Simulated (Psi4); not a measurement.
**SnTe (SMILES [Sn][Te]): TPSSh/def2-TZVPPD (core potential)**

What is the vertical electron affinity of SnTe at TPSSh/def2-TZVPPD (core potential)? 

The calculation is run with Psi4 1.11.

1 further run of the same task is left out (set aside as unsound or not needed).

## 1. The molecule

SnTe: 2 atoms, total charge 0, spin state singlet. SMILES: `[Sn][Te]`. The coordinates come from a PBE0-D4/def2-TZVP relaxation.

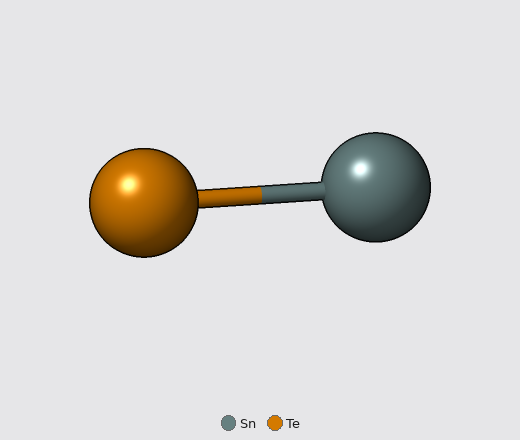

Viewed from a chosen angle; tin teal, tellurium orange.

## 2. Energy and forces at TPSSh/def2-TZVPPD (core potential)

File calc.dat:

```
memory 2.2 GB

molecule {
  0 1
  Sn
  Te 1 r2

  r2 = 2.51789
  units angstrom
  symmetry c1
}

set {
  basis                def2-TZVPPD
  reference            rks
  puream               true
  e_convergence        1e-09
  d_convergence        1e-08
  scf_type             pk
  dft_radial_points    99
  dft_spherical_points 590
}

gradient('tpssh')
```

Command:

```bash
$ psi4 -n 1 calc.dat calc.out
```

calc.out:

```text
[...]
    !!!  WARNING: ECP capability is in beta. Please check occupations closely.  !!!
[...]
  Running in c1 symmetry.
[...]
  Nuclear repulsion =  110.968138891595743
[...]
  Multiplicity = 1
[...]
  Nalpha       = 23
  Nbeta        = 23
[...]
    Number of basis functions: 115
[...]
   @RKS iter   1:  -481.09604912620790   -1.60146e+00   1.26661e-02 ADIIS/DIIS
[...]
   @RKS iter  15:  -482.22381081111752   -2.16005e-12   1.07035e-09 DIIS
[...]
    Orbital Energies [Eh]
    ---------------------
    Doubly Occupied:
       1A     -6.164481     2A     -5.042337     3A     -4.307043
       4A     -4.306910     5A     -4.306910     6A     -3.397575
       7A     -3.397575     8A     -3.389176     9A     -1.528678
      10A     -1.527158    11A     -1.527158    12A     -1.526651
      13A     -1.526650    14A     -1.002487    15A     -1.002487
      16A     -0.996736    17A     -0.995828    18A     -0.995828
      19A     -0.584312    20A     -0.412297    21A     -0.237648
      22A     -0.228780    23A     -0.228780
[...]
  @RKS Final Energy:  -482.22381081111752
   => Energetics <=
    Nuclear Repulsion Energy =            110.9681388915957427
    One-Electron Energy =               -1065.3421280626703265
    Two-Electron Energy =                 507.1115912156090531
    DFT Exchange-Correlation Energy =     -34.9614128556520214
    Empirical Dispersion Energy =           0.0000000000000000
    VV10 Nonlocal Energy =                  0.0000000000000000
    Total Energy =                       -482.2238108111175166
[...]
 Multipole Moments:
 ------------------------------------------------------------------------------------
     Multipole            Electronic (a.u.)      Nuclear  (a.u.)        Total (a.u.)
 ------------------------------------------------------------------------------------
 L = 1.  Multiply by 2.5417464519 to convert [e a0] to [Debye]
 Dipole X            :          0.0000001            0.0000000            0.0000001
 Dipole Y            :          0.0000001            0.0000000            0.0000001
 Dipole Z            :         -1.3058903            0.3755312           -0.9303591
 Magnitude           :                                                    0.9303591
[...]
  -Total Gradient:
     Atom            X                  Y                   Z
    ------   -----------------  -----------------  -----------------
       1       -0.000000000110    -0.000000000133     0.002930839665
       2        0.000000000110     0.000000000133    -0.002915344476
[...]
```

It took 39 s on 1 thread of AMD EPYC 7R43 (Zen 3), shared host; peak memory 0.72 GiB.

## 3. The doublet anion, same level

File run.py:

```python
import psi4

psi4.set_memory(2200000000)
psi4.set_num_threads(1)
psi4.core.set_output_file('run.log', False)

mol = psi4.geometry("""
-1 2
Sn     0.000000     0.000000     0.009440
Te     0.000000     0.000000     2.527330
symmetry c1
no_reorient
no_com
""")

options = {'basis': 'def2-TZVPPD', 'reference': 'uks', 'puream': True, 'e_convergence': 1e-09, 'd_convergence': 1e-08, 'scf_type': 'pk', 'dft_radial_points': 99, 'dft_spherical_points': 590, 'maxiter': 100}
psi4.set_options(options)

e, wfn = psi4.gradient("tpssh", return_wfn=True)
print('gradient / Eh bohr^-1')
print(e.np.round(6))
print(f'energy = {wfn.energy():.10f} Eh')
```

Command:

```bash
$ python run.py
```

run.log:

```text
[...]
    !!!  WARNING: ECP capability is in beta. Please check occupations closely.  !!!
[...]
  Running in c1 symmetry.
[...]
  Nuclear repulsion =  110.968138891595729
[...]
  Multiplicity = 2
[...]
  Nalpha       = 24
  Nbeta        = 23
[...]
    Number of basis functions: 115
[...]
   @UKS iter   1:  -480.86094427501490   -1.51194e+00   1.40221e-02 ADIIS/DIIS
[...]
   @UKS iter  16:  -482.25885664289797   -4.71800e-12   5.87461e-09 DIIS
[...]
   @S^2 Observed:                7.553880026E-01
[...]
    Orbital Energies [Eh]
    ---------------------
    Alpha Occupied:
       1A     -5.969735     2A     -4.830029     3A     -4.113572
       4A     -4.113313     5A     -4.109805     6A     -3.187367
       7A     -3.180437     8A     -3.179618     9A     -1.335756
      10A     -1.334624    11A     -1.331705    12A     -1.331055
      13A     -1.330432    14A     -0.791536    15A     -0.788636
      16A     -0.788427    17A     -0.784641    18A     -0.782472
      19A     -0.394958    20A     -0.223315    21A     -0.053422
      22A     -0.050517    23A     -0.048836    24A      0.038449
    Alpha Virtual:
      25A      0.065967    26A      0.119352    27A      0.126412
[...]
  @UKS Final Energy:  -482.25885664289797
   => Energetics <=
    Nuclear Repulsion Energy =            110.9681388915957285
    One-Electron Energy =               -1074.5543788832046630
    Two-Electron Energy =                 516.4715108945789552
    DFT Exchange-Correlation Energy =     -35.1441275458679172
    Empirical Dispersion Energy =           0.0000000000000000
    VV10 Nonlocal Energy =                  0.0000000000000000
    Total Energy =                       -482.2588566428979675
[...]
 Multipole Moments:
 ------------------------------------------------------------------------------------
     Multipole            Electronic (a.u.)      Nuclear  (a.u.)        Total (a.u.)
 ------------------------------------------------------------------------------------
 L = 1.  Multiply by 2.5417464519 to convert [e a0] to [Debye]
 Dipole X            :         -0.0000001            0.0000000           -0.0000001
 Dipole Y            :         -0.0000000            0.0000000           -0.0000000
 Dipole Z            :       -117.6407207          115.0155350           -2.6251857
 Magnitude           :                                                    2.6251857
[...]
  -Total Gradient:
     Atom            X                  Y                   Z
    ------   -----------------  -----------------  -----------------
       1       -0.000000000314    -0.000000000062     0.033929083923
       2        0.000000000314     0.000000000062    -0.033917997186
[...]
```

Standard output:

```text
gradient / Eh bohr^-1
[[-0.       -0.        0.033929]
 [ 0.        0.       -0.033918]]
energy = -482.2588566429 Eh
```

Wall time 54 s (1 thread of AMD EPYC 7R43 (Zen 3), shared host); peak memory 0.72 GiB.

## 4. Outcome

Level: TPSSh/def2-TZVPPD (core potential).

```
                                         quantity          value
                       singlet SnTe: total energy  -482.22381 Eh
                      singlet SnTe: dipole moment         2.36 D
                        singlet SnTe: HOMO energy       -6.23 eV
                        singlet SnTe: LUMO energy       -2.97 eV
                      singlet SnTe: HOMO–LUMO gap        3.25 eV
           singlet SnTe: largest force on an atom     0.151 eV/Å
                      doublet anion: total energy  -482.25886 Eh
doublet anion: HOMO energy (highest over α and β)        1.05 eV
 doublet anion: LUMO energy (lowest over α and β)        1.80 eV
                              doublet anion: ⟨S²⟩          0.755
          doublet anion: largest force on an atom     1.745 eV/Å
vertical electron affinity (to the doublet anion)       0.954 eV
```

**Reading.** At fixed nuclei the extra electron is bound by 0.95 eV (22.0 kcal/mol). The HOMO (doublet anion) lies at positive energy, 1.05 eV; only total energies tell whether the electron is bound.
